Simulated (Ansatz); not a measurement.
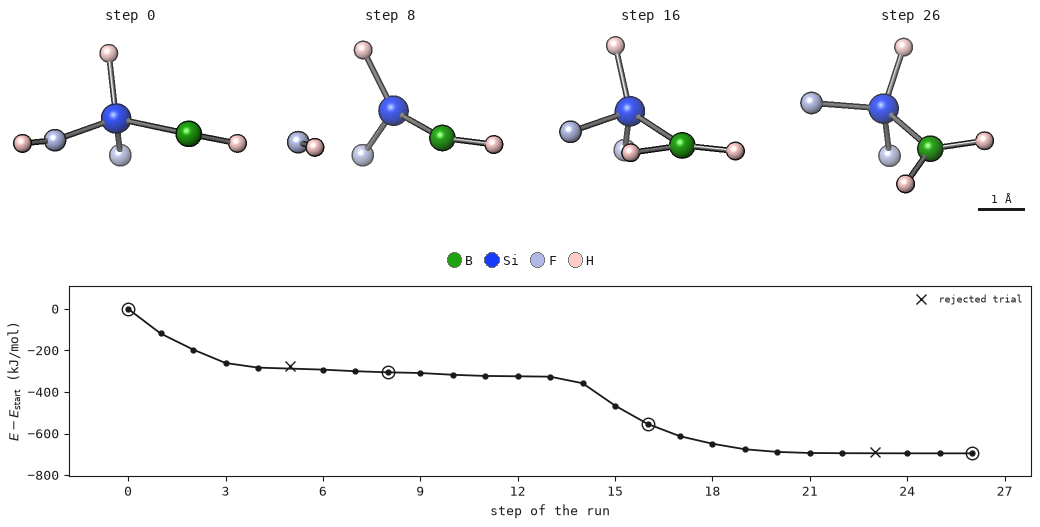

Frames of a relaxation of BSiH₃F₂, marked on the history of the run. The picture is a ball-and-stick view, seen from a free direction.

It is one of the separated reactants of a reaction.

Level of theory: RKS PBE-D4/def2-SVP in Ansatz 0.2.0. (force threshold 0.03 eV/Å; at most 250 steps)

Describe the path.

Answer. An H atom moves most after the best rigid fit: 2.55 Å. Largest moves by element: H 2.55 Å, F 1.14 Å, B 0.91 Å, Si 0.44 Å. Among the contacts that change: B–H 3.674 → 1.214 Å, F–H 0.910 → 3.320 Å, F–Si 1.594 → 1.636 Å, B–H 1.194 → 1.215 Å. New bonds form, among them: B–H (3.67 → 1.21 Å). Bonds break, among them: F–H (0.91 → 3.32 Å). Among the angles between lasting bonds that change: B–Si–F 111.5° → 104.5°, B–Si–H 112.5° → 118.5°. Groups turn about B–Si by about 55°. Over 24 accepted moves (26 points after the start) the energy falls by 695.5 kJ/mol. Largest force component: 9.4 eV/Å at the start, 0.012 eV/Å at the end. The line search rejected the trial steps at points 5, 23 of the run. Cost: 12 s on 2 threads of AMD EPYC 9R45 96-Core, with other jobs on the host. From step 0 to 8: an H atom moves most (0.77 Å), energy −305.4 kJ/mol. From step 8 to 16: an H atom moves most (1.22 Å), energy −248.2 kJ/mol. From step 16 to 26: an H atom moves most (1.01 Å), energy −141.9 kJ/mol.

```json
{"step": "0", "E − E(0), kJ/mol": "0.00", "largest force component, eV/Å": "9.3551", "note": ""}
{"step": "1", "E − E(0), kJ/mol": "-118.50", "largest force component, eV/Å": "5.2178", "note": ""}
{"step": "2", "E − E(0), kJ/mol": "-195.69", "largest force component, eV/Å": "2.7280", "note": ""}
{"step": "3", "E − E(0), kJ/mol": "-260.59", "largest force component, eV/Å": "1.3215", "note": ""}
{"step": "4", "E − E(0), kJ/mol": "-282.74", "largest force component, eV/Å": "0.8815", "note": ""}
{"step": "5", "E − E(0), kJ/mol": "-275.62", "largest force component, eV/Å": "3.0204", "note": "rejected"}
{"step": "6", "E − E(0), kJ/mol": "-292.46", "largest force component, eV/Å": "0.7722", "note": ""}
{"step": "7", "E − E(0), kJ/mol": "-300.17", "largest force component, eV/Å": "0.4492", "note": ""}
{"step": "8", "E − E(0), kJ/mol": "-305.41", "largest force component, eV/Å": "0.3825", "note": ""}
{"step": "9", "E − E(0), kJ/mol": "-308.77", "largest force component, eV/Å": "1.1155", "note": ""}
{"step": "10", "E − E(0), kJ/mol": "-317.19", "largest force component, eV/Å": "0.5734", "note": ""}
{"step": "11", "E − E(0), kJ/mol": "-322.93", "largest force component, eV/Å": "0.2134", "note": ""}
{"step": "12", "E − E(0), kJ/mol": "-324.47", "largest force component, eV/Å": "0.2903", "note": ""}
{"step": "13", "E − E(0), kJ/mol": "-326.45", "largest force component, eV/Å": "0.3110", "note": ""}
{"step": "14", "E − E(0), kJ/mol": "-358.02", "largest force component, eV/Å": "2.0675", "note": ""}
{"step": "15", "E − E(0), kJ/mol": "-465.63", "largest force component, eV/Å": "3.1654", "note": ""}
{"step": "16", "E − E(0), kJ/mol": "-553.59", "largest force component, eV/Å": "2.5633", "note": ""}
{"step": "17", "E − E(0), kJ/mol": "-613.07", "largest force component, eV/Å": "1.9124", "note": ""}
{"step": "18", "E − E(0), kJ/mol": "-649.20", "largest force component, eV/Å": "1.2280", "note": ""}
{"step": "19", "E − E(0), kJ/mol": "-675.85", "largest force component, eV/Å": "0.6134", "note": ""}
{"step": "20", "E − E(0), kJ/mol": "-688.63", "largest force component, eV/Å": "0.2587", "note": ""}
{"step": "21", "E − E(0), kJ/mol": "-693.78", "largest force component, eV/Å": "0.3173", "note": ""}
{"step": "22", "E − E(0), kJ/mol": "-694.76", "largest force component, eV/Å": "0.2412", "note": ""}
{"step": "23", "E − E(0), kJ/mol": "-690.62", "largest force component, eV/Å": "0.6150", "note": "rejected"}
{"step": "24", "E − E(0), kJ/mol": "-695.38", "largest force component, eV/Å": "0.0670", "note": ""}
{"step": "25", "E − E(0), kJ/mol": "-695.48", "largest force component, eV/Å": "0.0457", "note": ""}
{"step": "26", "E − E(0), kJ/mol": "-695.50", "largest force component, eV/Å": "0.0122", "note": ""}
```
